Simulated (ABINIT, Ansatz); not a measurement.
# Quasiparticle gap of CdS (Hawleyite) in ABINIT, part 2 of 3

Wanted: ground state, empty states, screening and self-energy for CdS (Hawleyite).

ABINIT 10.8.3; PBE and many-body steps on it, plane waves. Known limits of the many-body steps: not at the basis limit; no spin-orbit coupling; coarse k mesh.

So far. Step 2 (Ground state): The gap is direct, at Γ.

**3. Bands along the symmetry lines**

Level of this step: DFT, PBE, plane waves, norm-conserving pseudopotentials (ABINIT).

The cheap functional maps the bands first; the places of the edges decide which points the dearer methods must see.

Contents of run.abi:

```
acell 3*1.0 Angstrom
rprim 
  -0.000000000000 2.958200000000 2.958200000000
  2.958200000000 -0.000000000000 2.958200000000
  2.958200000000 2.958200000000 -0.000000000000
ntypat 2
znucl 48 16
natom 2
typat 1 2
xred 
  0.000000000000 0.000000000000 0.000000000000
  0.250000000000 0.250000000000 0.250000000000
pp_dirpath "pseudos"
pseudos "Cd.upf, S.upf"
ecut 47
iscf -2
irdden 1
kptopt 0
nkpt 50
kpt 
  0.00000000 0.00000000 0.00000000
  -0.06250000 -0.06250000 0.00000000
  -0.12500000 -0.12500000 0.00000000
  -0.18750000 -0.18750000 0.00000000
  -0.25000000 -0.25000000 0.00000000
  -0.31250000 -0.31250000 0.00000000
  -0.37500000 -0.37500000 0.00000000
  -0.43750000 -0.43750000 0.00000000
  -0.50000000 -0.50000000 0.00000000
  -0.48437500 -0.48437500 0.03125000
  -0.46875000 -0.46875000 0.06250000
  -0.45312500 -0.45312500 0.09375000
  -0.43750000 -0.43750000 0.12500000
  -0.42187500 -0.42187500 0.15625000
  -0.40625000 -0.40625000 0.18750000
  -0.39062500 -0.39062500 0.21875000
  -0.37500000 -0.37500000 0.25000000
  -0.37500000 0.00000000 0.37500000
  -0.32812500 0.00000000 0.32812500
  -0.28125000 0.00000000 0.28125000
  -0.23437500 0.00000000 0.23437500
  -0.18750000 0.00000000 0.18750000
  -0.14062500 0.00000000 0.14062500
  -0.09375000 0.00000000 0.09375000
  -0.04687500 0.00000000 0.04687500
  0.00000000 0.00000000 0.00000000
  0.00000000 0.00000000 0.06250000
  0.00000000 0.00000000 0.12500000
  0.00000000 0.00000000 0.18750000
  0.00000000 0.00000000 0.25000000
  0.00000000 0.00000000 0.31250000
  0.00000000 0.00000000 0.37500000
  0.00000000 0.00000000 0.43750000
  -0.00000000 -0.00000000 0.50000000
  -0.06250000 -0.03125000 0.46875000
  -0.12500000 -0.06250000 0.43750000
  -0.18750000 -0.09375000 0.40625000
  -0.25000000 -0.12500000 0.37500000
  -0.31250000 -0.15625000 0.34375000
  -0.37500000 -0.18750000 0.31250000
  -0.43750000 -0.21875000 0.28125000
  -0.50000000 -0.25000000 0.25000000
  -0.50000000 -0.28125000 0.21875000
  -0.50000000 -0.31250000 0.18750000
  -0.50000000 -0.34375000 0.15625000
  -0.50000000 -0.37500000 0.12500000
  -0.50000000 -0.40625000 0.09375000
  -0.50000000 -0.43750000 0.06250000
  -0.50000000 -0.46875000 0.03125000
  -0.50000000 -0.50000000 0.00000000
istwfk *1
nband 20
nbdbuf 2
tolwfr 1e-08
nstep 40
prtwf 0
prtvol 0
indata_prefix "in"
outdata_prefix "out"
tmpdata_prefix "tmp"
```

Command:

```
> OMP_NUM_THREADS=1 mpirun -n 8 abinit run.abi > log
```

Numbers of over 12 decimals in the logs are rounded to 6 here.

Output:

```text
.Version 10.8.3 of ABINIT. v10.8.2 released Aug 2026.

 Symmetries : space group F-4 3 m (#216); Bravais cF (face-center cubic)
[... echo of the input left out ...]
== DATASET  1 ==================================================================
-   mpi_nproc: 8, omp_nthreads: 1 (-1 if OMP is not activated)

--- !DatasetInfo
iteration_state: {dtset: 1, }
dimensions: {natom: 2, nkpt: 50, mband: 20, nsppol: 1, nspinor: 1, nspden: 1, mpw: 5410, }
cutoff_energies: {ecut:  47.0, pawecutdg:  -1.0, }
electrons: {nelect:   2.60000000E+01, charge:   0.00000000E+00, occopt:   1.00000000E+00, tsmear:   1.00000000E-02, }

 Real(R)+Recip(G) space primitive vectors, cartesian coordinates (Bohr,Bohr^-1):
 R(1)=  0.0000000  5.5901878  5.5901878  G(1)= -0.0894424  0.0894424  0.0894424
 R(2)=  5.5901878  0.0000000  5.5901878  G(2)=  0.0894424 -0.0894424  0.0894424
 R(3)=  5.5901878  5.5901878  0.0000000  G(3)=  0.0894424  0.0894424 -0.0894424
 Unit cell volume ucvol=  3.4938897E+02 bohr^3
 Angles (23,13,12)=  6.00000000E+01  6.00000000E+01  6.00000000E+01 degrees

 getcut: wavevector=  0.0000  0.0000  0.0000  ngfft=  50  50  50
         ecut(hartree)=     47.000   => boxcut(ratio)=   2.05016

--- Pseudopotential description ------------------------------------------------
- Cd Generated using ONCVPSP code by D. R. Hamann
- 48.00000  20.00000  171031                  znucl, zion, pspdat
12 -101130 2 -1 1368                          pspcod,pspxc,lmax,lloc,mmax
     nproj     2     2     2
  pspatm : epsatm=   23.16453630
         --- l  ekb(1:nproj) -->
             0   51.917189    3.534234
             1    8.636196    1.282240
             2    0.687672   -0.678465
 pspatm: atomic psp has been read  and splines computed

- S Generated using ONCVPSP code by D. R. Hamann
- 16.00000   6.00000  171031                  znucl, zion, pspdat
12 -101130 2 -1 1146                          pspcod,pspxc,lmax,lloc,mmax
     nproj     2     2     2
  pspatm : epsatm=    9.01821529
         --- l  ekb(1:nproj) -->
[...]
pspatm: atomic psp has been read  and splines computed

--------------------------------------------------------------------------------

================================================================================
 prteigrs : about to open file out_EIG
 Non-SCF case, kpt    1 (  0.00000  0.00000  0.00000), residuals and eigenvalues=
  4.24E-09  9.66E-10  2.53E-09  7.60E-09  8.74E-09  8.85E-10  1.77E-09  1.96E-09
  3.97E-09  9.30E-09  1.35E-09  2.69E-09  9.89E-09  4.57E-09  6.23E-10  2.32E-09
  4.84E-09  5.70E-09  3.61E-08  1.81E-07
 -3.5794E+00 -2.1485E+00 -2.1485E+00 -2.1485E+00 -3.0235E-01 -1.3576E-01
 -1.3576E-01 -1.3576E-01 -1.2022E-01 -1.2022E-01  1.4280E-01  1.4280E-01
  1.4280E-01  1.8144E-01  3.8300E-01  3.8300E-01  3.8300E-01  5.5485E-01
  5.5880E-01  5.5880E-01
 Non-SCF case, kpt    2 ( -0.06250 -0.06250  0.00000), residuals and eigenvalues=
[...]
5.5964E-01  5.6698E-01
 Non-SCF case, kpt    3 ( -0.12500 -0.12500  0.00000), residuals and eigenvalues=
[...]
3.42E-09  4.52E-09  1.50E-06  1.62E-05
[...]
5.6210E-01  5.9815E-01
[...]
Non-SCF case, kpt   49 ( -0.50000 -0.46875  0.03125), residuals and eigenvalues=
[...]
5.9079E-01  6.2638E-01
 Non-SCF case, kpt   50 ( -0.50000 -0.50000  0.00000), residuals and eigenvalues=
[...]
-1.2443E-01 -1.2443E-01 -1.1742E-01 -1.0534E-01  4.5002E-03  7.9161E-02
  7.9161E-02  2.7609E-01  3.0057E-01  4.7449E-01  5.2933E-01  5.2933E-01
  5.8729E-01  6.2660E-01

--- !ResultsGS
iteration_state: {dtset: 1, }
comment   : Summary of ground state results
lattice_vectors:
- [ -0.0000000,   5.5901878,   5.5901878, ]
- [  5.5901878,  -0.0000000,   5.5901878, ]
- [  5.5901878,   5.5901878,  -0.0000000, ]
lattice_lengths: [   7.90572,    7.90572,    7.90572, ]
lattice_angles: [ 60.000,  60.000,  60.000, ] # degrees, (23, 13, 12)
lattice_volume:   3.4938897E+02
convergence: {deltae:  0.000E+00, res2:  0.000E+00, residm:  9.984E-09, diffor:  0.000E+00, }
etotal    :  -1.86418336E+02
entropy   :   0.00000000E+00
fermie    :   1.42795302E-01
cartesian_stress_tensor: null
pressure_GPa: null
xred      :
- [  0.0000E+00,   0.0000E+00,   0.0000E+00, Cd]
- [  2.5000E-01,   2.5000E-01,   2.5000E-01,  S]
cartesian_forces: null
force_length_stats: {min: null, max: null, mean: null, }

 Integrated electronic density in atomic spheres:
 ------------------------------------------------
 Atom  Sphere_radius  Integrated_density
[...]
================================================================================

 ----iterations are completed or convergence reached----

 Mean square residual over all n,k,spin=   51.405E-10; max=  99.837E-10
 reduced coordinates (array xred) for    2 atoms
       0.000000000000      0.000000000000      0.000000000000
       0.250000000000      0.250000000000      0.250000000000

 cartesian coordinates (angstrom) at end:
[...]
length scales=  1.889726125908  1.889726125908  1.889726125908 bohr
              =  1.000000000000  1.000000000000  1.000000000000 angstroms
 prteigrs : about to open file out_EIG
 Eigenvalues (hartree) for nkpt=  50  k points:
 kpt#   1, nband= 20, wtk=  1.00000, kpt=  0.0000  0.0000  0.0000 (reduced coord)
[...]
kpt#   2, nband= 20, wtk=  1.00000, kpt= -0.0625 -0.0625  0.0000 (reduced coord)
[...]
kpt#   3, nband= 20, wtk=  1.00000, kpt= -0.1250 -0.1250  0.0000 (reduced coord)
[...]
kpt#  49, nband= 20, wtk=  1.00000, kpt= -0.5000 -0.4687  0.0313 (reduced coord)
[...]
0.52270    0.52974    0.59079    0.62638
 kpt#  50, nband= 20, wtk=  1.00000, kpt= -0.5000 -0.5000  0.0000 (reduced coord)
  -3.57941   -2.14852   -2.14851   -2.14851   -0.28367   -0.12842   -0.12443   -0.12443
  -0.11742   -0.10534    0.00450    0.07916    0.07916    0.27609    0.30057    0.47449
   0.52933    0.52933    0.58729    0.62660

== END DATASET(S) ==============================================================
================================================================================

 -outvars: echo values of variables after computation  --------
            nband          20
             nkpt          50
          spgroup         216
 [... the other variables as echoed above ...]

 Calculation completed.
```

Elapsed: 16 s, on 8 MPI ranks of Intel Xeon Platinum 8488C (Sapphire Rapids), shared host; peak memory 0.68 GiB; 2.1 min of CPU time.

This step gave:

* gap: 1.051 eV
* k of the valence top: 0, 0, 0
* k of the conduction bottom: 0, 0, 0
* least direct gap: 1.051 eV

The gap is 1.051 eV, as in the run before at this level.

The electronic bands at the labelled points (eV, zero at the top of the highest filled band):

```tsv
point	band 10	band 11	band 12	band 13	band 14	band 15	band 16	band 17
Γ	-7.16	0.00	0.00	0.00	1.05	6.54	6.54	6.54
X	-6.75	-3.76	-1.73	-1.73	3.63	4.29	9.03	10.52
U	-6.64	-3.73	-2.34	-1.41	4.23	5.35	8.38	8.92
jump to K	-6.64	-3.73	-2.34	-1.41	4.23	5.35	8.38	8.92
Γ	-7.16	0.00	0.00	0.00	1.05	6.54	6.54	6.54
L	-6.81	-4.14	-0.69	-0.69	2.95	6.99	6.99	7.33
W	-6.59	-3.70	-2.08	-2.04	5.24	5.44	7.14	8.04
X	-6.75	-3.76	-1.73	-1.73	3.63	4.29	9.03	10.52
```

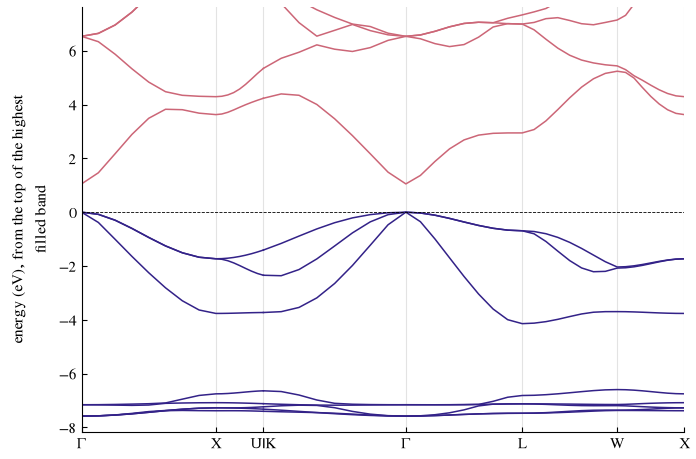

Electronic bands along the path; lines of filled and empty bands in two colours.

**4. Empty states on the mesh, 4×4×4 mesh, 379 bands**

The sums over transitions need many empty states on a uniform mesh; this step solves for them.

Contents of run.abi:

```
acell 3*1.0 Angstrom
rprim 
  -0.000000000000 2.958200000000 2.958200000000
  2.958200000000 -0.000000000000 2.958200000000
  2.958200000000 2.958200000000 -0.000000000000
ntypat 2
znucl 48 16
natom 2
typat 1 2
xred 
  0.000000000000 0.000000000000 0.000000000000
  0.250000000000 0.250000000000 0.250000000000
pp_dirpath "pseudos"
pseudos "Cd.upf, S.upf"
ecut 47
ngkpt 4 4 4
nshiftk 1
shiftk 0 0 0
kptopt 1
chksymbreak 0
iscf -2
irdden 1
istwfk *1
nband 379
nbdbuf 34
tolwfr 1e-09
nstep 60
prtvol 0
indata_prefix "in"
outdata_prefix "out"
tmpdata_prefix "tmp"
```

Output:

```text
.Version 10.8.3 of ABINIT. v10.8.2 released Aug 2026.

 Symmetries : space group F-4 3 m (#216); Bravais cF (face-center cubic)
[... echo of the input left out ...]
== DATASET  1 ==================================================================
-   mpi_nproc: 8, omp_nthreads: 1 (-1 if OMP is not activated)

--- !DatasetInfo
iteration_state: {dtset: 1, }
dimensions: {natom: 2, nkpt: 8, mband: 379, nsppol: 1, nspinor: 1, nspden: 1, mpw: 5410, }
cutoff_energies: {ecut:  47.0, pawecutdg:  -1.0, }
electrons: {nelect:   2.60000000E+01, charge:   0.00000000E+00, occopt:   1.00000000E+00, tsmear:   1.00000000E-02, }

 Real(R)+Recip(G) space primitive vectors, cartesian coordinates (Bohr,Bohr^-1):
 R(1)=  0.0000000  5.5901878  5.5901878  G(1)= -0.0894424  0.0894424  0.0894424
 R(2)=  5.5901878  0.0000000  5.5901878  G(2)=  0.0894424 -0.0894424  0.0894424
 R(3)=  5.5901878  5.5901878  0.0000000  G(3)=  0.0894424  0.0894424 -0.0894424
 Unit cell volume ucvol=  3.4938897E+02 bohr^3
 Angles (23,13,12)=  6.00000000E+01  6.00000000E+01  6.00000000E+01 degrees

 getcut: wavevector=  0.0000  0.0000  0.0000  ngfft=  50  50  50
         ecut(hartree)=     47.000   => boxcut(ratio)=   2.05016

--- Pseudopotential description ------------------------------------------------
- Cd Generated using ONCVPSP code by D. R. Hamann
- 48.00000  20.00000  171031                  znucl, zion, pspdat
12 -101130 2 -1 1368                          pspcod,pspxc,lmax,lloc,mmax
     nproj     2     2     2
  pspatm : epsatm=   23.16453630
         --- l  ekb(1:nproj) -->
             0   51.917189    3.534234
             1    8.636196    1.282240
             2    0.687672   -0.678465
 pspatm: atomic psp has been read  and splines computed

- S Generated using ONCVPSP code by D. R. Hamann
- 16.00000   6.00000  171031                  znucl, zion, pspdat
12 -101130 2 -1 1146                          pspcod,pspxc,lmax,lloc,mmax
     nproj     2     2     2
  pspatm : epsatm=    9.01821529
         --- l  ekb(1:nproj) -->
[...]
pspatm: atomic psp has been read  and splines computed

--------------------------------------------------------------------------------

================================================================================
 prteigrs : about to open file out_EIG
 Non-SCF case, kpt    1 (  0.00000  0.00000  0.00000), residuals and eigenvalues=
  1.12E-10  6.51E-10  7.00E-10  6.84E-10  1.41E-10  7.17E-11  8.38E-11  7.44E-11
  1.11E-10  1.25E-10  2.21E-11  1.61E-10  4.61E-10  3.05E-10  6.20E-11  2.01E-10
  3.22E-10  1.20E-10  9.38E-11  1.10E-10  8.57E-11  1.77E-10  6.71E-10  6.40E-11
[...]
-3.5794E+00 -2.1485E+00 -2.1485E+00 -2.1485E+00 -3.0235E-01 -1.3576E-01
 -1.3576E-01 -1.3576E-01 -1.2022E-01 -1.2022E-01  1.4280E-01  1.4280E-01
  1.4280E-01  1.8144E-01  3.8300E-01  3.8300E-01  3.8300E-01  5.5485E-01
[...]
7.6964E+00  7.6986E+00  7.6986E+00  7.6990E+00  7.7671E+00  7.7677E+00
  7.7711E+00  7.7845E+00  7.7905E+00  7.7934E+00  7.8196E+00  7.8277E+00
  7.8339E+00
 prteigrs : prtvol=0 or 1, do not print more k-points.

--- !ResultsGS
iteration_state: {dtset: 1, }
comment   : Summary of ground state results
lattice_vectors:
- [ -0.0000000,   5.5901878,   5.5901878, ]
- [  5.5901878,  -0.0000000,   5.5901878, ]
- [  5.5901878,   5.5901878,  -0.0000000, ]
lattice_lengths: [   7.90572,    7.90572,    7.90572, ]
lattice_angles: [ 60.000,  60.000,  60.000, ] # degrees, (23, 13, 12)
lattice_volume:   3.4938897E+02
convergence: {deltae:  0.000E+00, res2:  0.000E+00, residm:  9.958E-10, diffor:  0.000E+00, }
etotal    :  -1.86418336E+02
entropy   :   0.00000000E+00
fermie    :   1.42795302E-01
cartesian_stress_tensor: null
pressure_GPa: null
xred      :
- [  0.0000E+00,   0.0000E+00,   0.0000E+00, Cd]
- [  2.5000E-01,   2.5000E-01,   2.5000E-01,  S]
cartesian_forces: null
force_length_stats: {min: null, max: null, mean: null, }

 Integrated electronic density in atomic spheres:
 ------------------------------------------------
 Atom  Sphere_radius  Integrated_density
[...]
================================================================================

 ----iterations are completed or convergence reached----

 Mean square residual over all n,k,spin=   31.396E-11; max=  99.578E-11
 reduced coordinates (array xred) for    2 atoms
[...]
0.250000000000      0.250000000000      0.250000000000

 cartesian coordinates (angstrom) at end:
    1      0.000000     0.000000     0.000000
    2      1.479100     1.479100     1.479100
 length scales=  1.889726125908  1.889726125908  1.889726125908 bohr
              =  1.000000000000  1.000000000000  1.000000000000 angstroms
 prteigrs : about to open file out_EIG
 Eigenvalues (hartree) for nkpt=   8  k points:
 kpt#   1, nband=379, wtk=  0.01563, kpt=  0.0000  0.0000  0.0000 (reduced coord)
[...]
7.55904    7.55904    7.55904    7.58087    7.67856    7.67867    7.69642    7.69859
   7.69865    7.69900    7.76709    7.76775    7.77114    7.78450    7.79054    7.79339
   7.81960    7.82771    7.83385
 prteigrs : prtvol=0 or 1, do not print more k-points.

== END DATASET(S) ==============================================================
================================================================================

 -outvars: echo values of variables after computation  --------
            nband         379
             nkpt           8
          spgroup         216
 [... the other variables as echoed above ...]

 Calculation completed.
```

Elapsed: 3.3 min, on 8 MPI ranks; peak memory 1.1 GiB; 26 min of CPU time.

This step gave:

* gap: 1.051 eV
* k of the valence top: 0, 0, 0
* k of the conduction bottom: 0, 0, 0
* least direct gap: 1.051 eV
* k points computed: 8
* lowest point of the top converged band, above the valence top: 190.5673 eV

On this mesh the gap is 1.051 eV.

**5. Screening, 4×4×4 mesh, 345 bands, screening to 272.1 eV**

The RPA dielectric matrix is built and inverted for each q.

This step: RPA screening on PBE, plane waves, norm-conserving pseudopotentials.

run.abi: that of step 4 with these lines changed.

```diff
@@ -20,10 +20,11 @@
 chksymbreak 0
-iscf -2
-irdden 1
 istwfk *1
-nband 379
-nbdbuf 34
-tolwfr 1e-09
-nstep 60
-prtvol 0
+occopt 1
+irdwfk 1
+optdriver 3
+nband 345
+ecuteps 10
+inclvkb 2
+awtr 1
+symchi 1
 indata_prefix "in"
```

Output:

```text
.Version 10.8.3 of ABINIT. v10.8.2 released Aug 2026.

 Symmetries : space group F-4 3 m (#216); Bravais cF (face-center cubic)
[... echo of the input left out ...]
== DATASET  1 ==================================================================
-   mpi_nproc: 8, omp_nthreads: 1 (-1 if OMP is not activated)

--- !DatasetInfo
iteration_state: {dtset: 1, }
dimensions: {natom: 2, nkpt: 8, mband: 345, nsppol: 1, nspinor: 1, nspden: 1, mpw: 5410, }
cutoff_energies: {ecut:  47.0, pawecutdg:  -1.0, }
electrons: {nelect:   2.60000000E+01, charge:   0.00000000E+00, occopt:   1.00000000E+00, tsmear:   1.00000000E-02, }

 SCREENING: Calculation of the susceptibility and dielectric matrices

 Based on a program developped by R.W. Godby, V. Olevano, G. Onida, and L. Reining.
 Incorporated in ABINIT by V. Olevano, G.-M. Rignanese, and M. Torrent.
.Using double precision arithmetic ; gwpc =  8

[... cell and pseudopotentials left out ...]
--------------------------------------------------------------------------------

 ==== K-mesh for the wavefunctions ====
 Number of points in the irreducible wedge :     8
[... list of points left out ...]
 Together with 24 symmetry operations and time-reversal symmetry
 yields    64 points in the full Brillouin Zone.

 ==== Q-mesh for the screening function ====
 Number of points in the irreducible wedge :     8
[... list of points left out ...]
 Together with 24 symmetry operations and time-reversal symmetry
 yields    64 points in the full Brillouin Zone.

 setmesh: FFT mesh size selected  =    36x   36x   36
          total number of points  =        46656

 vcoul_init : cutoff-mode = AUXILIARY_FUNCTION
 q-points for optical limit:   1
     1)      0.000010    0.000020    0.000030

- screening: taking advantage of time-reversal symmetry
- Maximum band index for partially occupied states nbvw = 13
- Remaining bands to be divided among processors   nbcw = 332
- Number of bands treated by each node ~41

 Number of electrons calculated from density =   26.0000; Expected =   26.0000
 average of density, n =  0.074416
 r_s =    1.4749
 omega_plasma =   26.3140 [eV]

 calculating chi0 at frequencies [eV] :
  1    0.000000E+00    0.000000E+00
  2    0.000000E+00    2.631405E+01

--------------------------------------------------------------------------------
  q-point number  1        q = ( 0.000000, 0.000000, 0.000000) [r.l.u.]
--------------------------------------------------------------------------------
[... chi0 elements left out ...]
 For q-point:  0.000010 0.000020 0.000030
  dielectric constant =  12.1184
  dielectric constant without local fields =  12.8625

  Average fulfillment of the sum rule on Im[epsilon] for q-point    1 :     88.43  [%]
[... wings left out ...]
  q-point number  2        q = ( 0.250000, 0.000000, 0.000000) [r.l.u.]
--------------------------------------------------------------------------------
[... chi0 elements left out ...]
  Average fulfillment of the sum rule on Im[epsilon] for q-point    2 :     92.76  [%]

 [... 6 further q-points ...]
```

The job ended after 2.3 min (8 MPI ranks; peak memory 3.8 GiB; 18 min of CPU time).

This step gave:

| Quantity | Value |
| --- | --- |
| ε∞ with local fields, on this mesh, along the program's q direction | 12.12 |
| the same without local fields | 12.86 |
| plasma frequency | 26.31 eV |
| plane waves in the screening matrix | 531 |

Local fields lower ε∞ by 6 %. On a Γ-centred mesh this coarse the value itself is usually too large, while a short band sum pulls it down.

(Part 2 of 3 ends here.)

[Paths, hosts, dates, memory and timing lines, banners, echoed tables and standing remarks are left out of the program output.]

[Logs are printed without paths, hosts, clocks, repeated set-up lines and the standing remarks that a program may print on its own settings, such as how far it seeks lower states.]

[Runs of the session that timed out or met a known fault of the program may be left out.]

[Hosts, paths, dates, database ids (printed as entryN), source tags and the programs' standing remarks are cut or masked in the printed files.]

[G0W0 gaps are taken among the corrected bands and points alone; a level outside them can change the order at an edge.]

[Where Ansatz stands beside ABINIT at settings called matched, ABINIT's density can come from a denser mesh and the files from another edition; pairs whose starting gaps differed by over 0.03 eV were left out, so agreement reads better than it is.]
